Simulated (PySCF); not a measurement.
**Run report: C$_{6}$H$_{6}$N$_{2}$, NMR shielding calculation**

C$_{6}$H$_{6}$N$_{2}$, SMILES C#CCn1cccn1, computed with GIAO LDA/pcSseg-1 NMR shielding, non-relativistic, gas phase (PySCF 2.14.0).

The geometry comes from this level: GFN2-xTB. Figures and captions count atoms from 1; the log counts them from 0 in places.

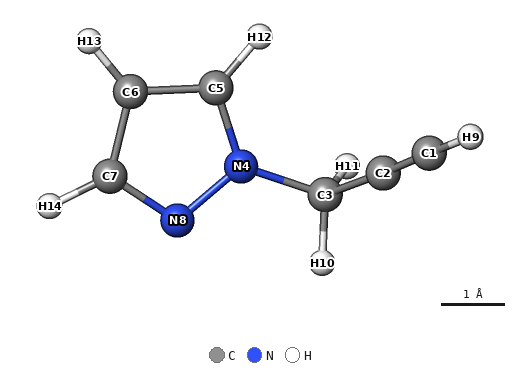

*The input geometry (ball-and-stick view, seen at a tilt; atoms are numbered from 1 in the order of the input).*

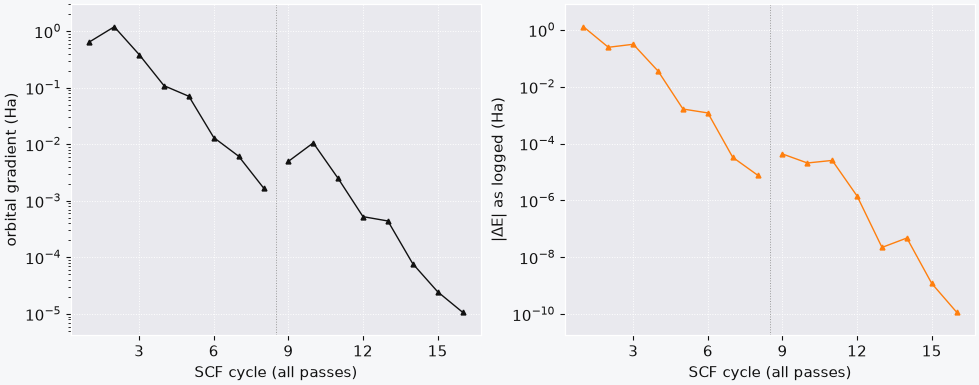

*Convergence of the self-consistent field: orbital gradient and size of the energy change against the SCF cycle. The dotted line marks the change from a coarse to the final integration grid.*

The first 8 cycles use a coarse grid, the final grid takes over at cycle 9, and the field converges after 16 cycles in all.

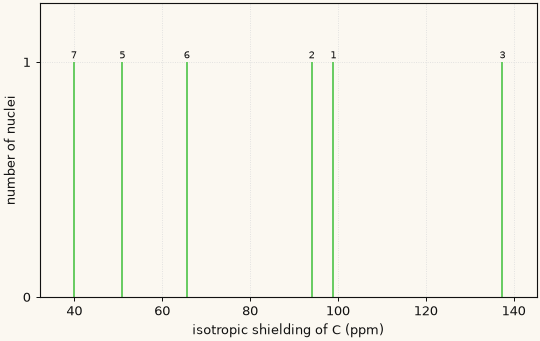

*Isotropic shieldings of the carbon nuclei in this fixed geometry, labelled by atom number; shielding grows to the right, so chemical shift grows to the left.*

The least shielded is C7 (39.9 ppm), the most shielded C3 (137.4 ppm).

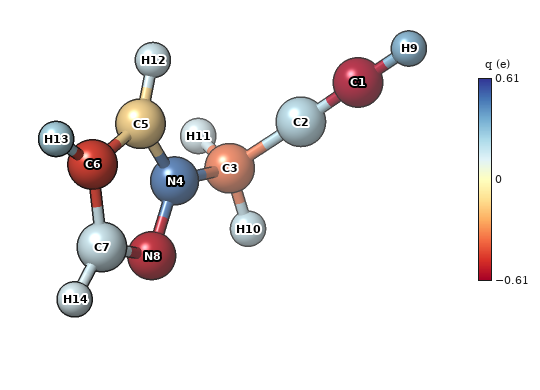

*ESP-fitted charges, as the colour of each atom (ball-and-stick view, seen at a tilt; atoms are numbered from 1 in the order of the input).*

By element: C −0.58 to +0.23, N −0.55 to +0.49 and H +0.13 to +0.36 e.

The input and output of the run follow.

**The input**
```
{"job": {"kind": "nmr", "xc": "LDA", "basis": "pcSseg-1", "pop": true}, "charge": 0, "multiplicity": 1}
C     -2.974798     0.738343     0.125123
C     -2.123113    -0.091127    -0.007234
C     -1.052412    -1.062264    -0.144091
N      0.239733    -0.423800    -0.132086
C      0.743956     0.393946     0.812931
C      2.003725     0.751848     0.393796
C      2.166652     0.089145    -0.829873
N      1.092068    -0.613337    -1.131712
H     -3.736361     1.451910     0.231349
H     -1.138672    -1.585747    -1.101114
H     -1.118801    -1.794571     0.672181
H      0.182834     0.657863     1.686685
H      2.702778     1.392259     0.890757
H      3.011734     0.095059    -1.488878
```

The first line tells a small driver script what to run in PySCF; the rest is the geometry in Å.

Command:
```bash
OMP_NUM_THREADS=1 python <driver script> task.json out
```

**Output**
```
coarse grid: 12360 points
cycle   1  E = -338.4143688964  dE =  1.292e+00  |g| = 6.472e-01  |ddm| = 3.789e+00
cycle   2  E = -338.1687812171  dE =  2.456e-01  |g| = 1.201e+00  |ddm| = 1.833e+00
cycle   3  E = -338.4821733804  dE = -3.134e-01  |g| = 3.881e-01  |ddm| = 1.349e+00
cycle   4  E = -338.5177194774  dE = -3.555e-02  |g| = 1.091e-01  |ddm| = 3.827e-01
cycle   5  E = -338.5193682288  dE = -1.649e-03  |g| = 7.081e-02  |ddm| = 1.094e-01
cycle   6  E = -338.5205714142  dE = -1.203e-03  |g| = 1.320e-02  |ddm| = 6.016e-02
cycle   7  E = -338.5206043891  dE = -3.297e-05  |g| = 6.173e-03  |ddm| = 1.396e-02
cycle   8  E = -338.5206121626  dE = -7.773e-06  |g| = 1.698e-03  |ddm| = 5.977e-03
final grid: 121464 points
cycle   9  E = -338.6156130383  dE = -4.329e-05  |g| = 5.000e-03  |ddm| = 3.013e-02
cycle  10  E = -338.6155921738  dE =  2.086e-05  |g| = 1.062e-02  |ddm| = 1.434e-02
cycle  11  E = -338.6156178097  dE = -2.564e-05  |g| = 2.499e-03  |ddm| = 1.087e-02
cycle  12  E = -338.6156192376  dE = -1.428e-06  |g| = 5.264e-04  |ddm| = 2.412e-03
cycle  13  E = -338.6156192599  dE = -2.231e-08  |g| = 4.414e-04  |ddm| = 6.902e-04
cycle  14  E = -338.6156193077  dE = -4.774e-08  |g| = 7.744e-05  |ddm| = 3.329e-04
cycle  15  E = -338.6156193089  dE = -1.203e-09  |g| = 2.473e-05  |ddm| = 7.210e-05
cycle  16  E = -338.6156193090  dE = -1.174e-10  |g| = 1.076e-05  |ddm| = 2.905e-05
converged SCF energy = -338.6156193090

GIAO shielding tensors (ppm)
atom      isotropic    diamagn.    paramagn.     s11        s22        s33       span
  0 C       98.965     257.057    -158.092     27.134     30.720    239.040    211.906
  1 C       94.019     265.407    -171.388     -9.126     -1.639    292.823    301.949
  2 C      137.443     245.037    -107.594    114.063    126.730    171.536     57.474
  3 N       28.159     330.361    -302.202    -76.968     53.897    107.549    184.517
  4 C       50.915     252.902    -201.987    -26.381     40.541    138.585    164.966
  5 C       65.587     260.479    -194.893    -13.193     56.426    153.527    166.720
  6 C       39.874     252.039    -212.165    -42.719     36.142    126.198    168.917
  7 N      -84.927     323.393    -408.321   -301.041    -88.172    134.431    435.472
  8 H       29.604      33.038      -3.434     24.705     25.090     39.017     14.312
  9 H       25.922      26.206      -0.284     20.798     26.307     30.662      9.864
 10 H       26.111      26.024       0.087     22.360     25.045     30.929      8.569
 11 H       23.635      32.493      -8.858     20.886     22.906     27.113      6.226
 12 H       24.705      31.341      -6.636     22.847     25.118     26.149      3.301
 13 H       23.941      29.582      -5.641     21.541     24.645     25.637      4.097
```

**Results in brief**

| quantity | value |
| --- | --- |
| outcome | converged |
| total energy | −338.615619 hartree |
| HOMO | −6.33 eV |
| LUMO | −0.95 eV |
| dipole moment | 2.04 D |
| isotropic shielding, C | 39.9 to 137.4 ppm |
| isotropic shielding, N | −84.9 to 28.2 ppm |
| isotropic shielding, H | 23.6 to 29.6 ppm |
| hardware | 1 CPU thread, shared host |
| wall time | 35 s |
| peak memory | 0.68 GiB |

**Notes**

Settings chosen away from the usual ones: LDA/pcSseg-1.
